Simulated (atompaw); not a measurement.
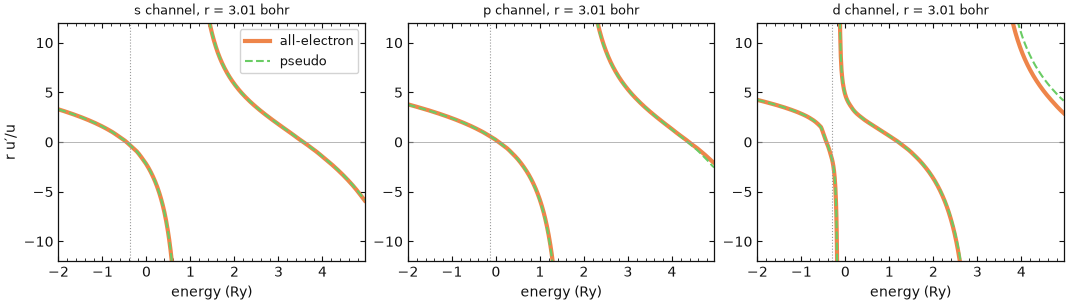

Logarithmic derivatives r u′/u at the test radius against energy, all-electron atom (solid) and pseudo-atom (dashed). Here u = r R(r). The dotted line marks the reference energy of the channel.

```yaml
element: Cr (Z = 24)
generator: atompaw 4.2.0.5
type: PAW
functional: PBEsol
relativity: scalar-relativistic
frozen_core: [Ar]
valence_charge: 6
reference_configuration: 3d5 4s0 4p1
partial_waves: 4s (bound, empty): rc 2.20 bohr; 4s channel at 0.15 Ry: rc 2.20 bohr; 4p (bound): rc 3.00 bohr; 4p channel at 3.35 Ry: rc 3.00 bohr; 3d (bound): rc 1.90 bohr; 3d channel at 1.2 Ry: rc 1.90 bohr
local_potential: bessel scheme, radius 2.05 bohr
core_correction: smooth core density matched at 2.50 bohr
augmentation_charge: sinc compensation charge, radius 2.55 bohr; PAW radius 3.00 bohr; waves and projectors: custom polynom vanderbiltortho
```

Where do the curves cross zero?

s: all-electron -0.5 and 3.6 Ry, pseudo -0.5 and 3.6 Ry; p: all-electron 0.1 and 4.4 Ry, pseudo 0.1 and 4.4 Ry; d: all-electron -0.4 and 1.2 Ry, pseudo -0.4 and 1.2 Ry.

List the energies at which the logarithmic derivative diverges.

s: all-electron at 0.9 Ry, pseudo at 0.9 Ry; p: all-electron at 1.7 Ry, pseudo at 1.7 Ry; d: all-electron at -0.2 and 3.1 Ry, pseudo at -0.2 and 3.2 Ry.

What does the plot say about ghosts?

The plot shows none: pseudo and all-electron curves have the same branches in all channels drawn. The separate test gives: ghost state below the valence levels: s at -72.0 eV. The bound ghosts lie below the range of the plot.
